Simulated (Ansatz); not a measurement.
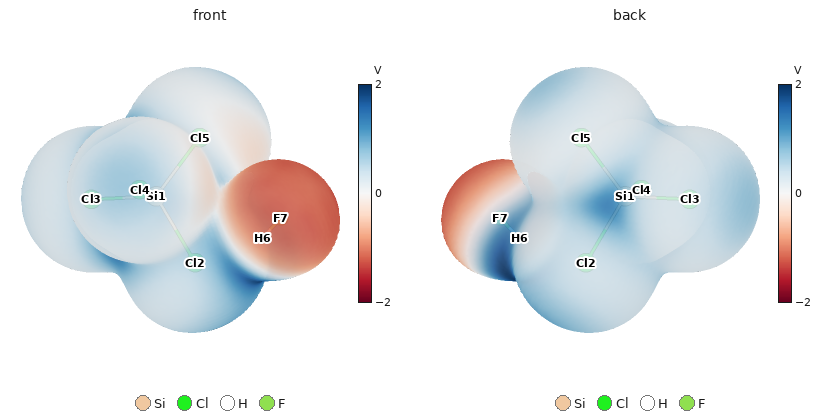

Cl4Si···HF. The molecular electrostatic potential painted on the density surface at 0.002 e/bohr³, seen from the front and from behind; the colour scale runs from red (negative) to blue (positive).

The reactant side of a reaction path; geometry: PBE0-D4/def2-TZVP.

Theory: RKS PBE0-D4/def2-TZVPP (Ansatz).

```yaml
atoms:
  - { symbol: Si, position_ang: [-0.3820, -0.7239, -0.5603] }
  - { symbol: Cl, position_ang: [1.5943, -0.4070, -0.1474] }
  - { symbol: Cl, position_ang: [-0.5214, -2.3474, -1.7501] }
  - { symbol: Cl, position_ang: [-1.3661, -1.0403, 1.1680] }
  - { symbol: Cl, position_ang: [-1.1184, 0.8960, -1.5033] }
  - { symbol: H, position_ang: [1.1424, 1.4835, 1.1816] }
  - { symbol: F, position_ang: [0.6512, 2.1390, 1.6113] }
```

Where is the surface potential most negative and most positive?

The most negative region (about −1.2 V) lies over F7, the most positive (about +1.9 V) over H6. Cl2 shows a σ-hole: about +1.0 V at the tip opposite its bond, against about +0.5 V on its flanks. Cl3 shows a σ-hole: about +0.8 V at the tip opposite its bond, against about +0.2 V on its flanks. Cl4 shows a σ-hole: about +0.7 V at the tip opposite its bond, against about +0.1 V on its flanks. Cl5 shows a σ-hole: about +0.7 V at the tip opposite its bond, against about +0.1 V on its flanks.
